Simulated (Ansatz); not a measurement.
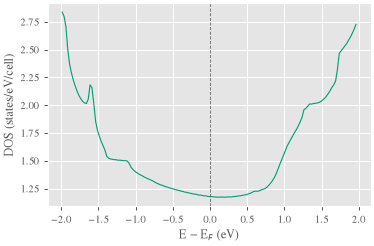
Figure. Density of states of Os (P6_3/mmc) near the Fermi level, Ansatz (a quantum-chemistry and plane-wave program) with PBEsol, rigid bands.

Task: With 2 atoms a cell, what bare Sommerfeld coefficient γ = (π²/3) k_B² N(E_F) follows?

Result: N(E_F) ≈ 1.18 states/eV a cell at 300 K, so γ ≈ 1.39 mJ/(mol of atoms·K²), before electron-phonon enhancement.

Task: How far does the Fermi level move in a rigid band for 0.1 electron a cell added or removed?

Result: 85 meV and -85 meV.

A metal at this level (no band gap); rigid bands, thermally averaged at 300 K, both spins. Spin-orbit coupling is left out, which matters with elements this heavy. Geometry: cell and atoms relaxed with PBEsol.
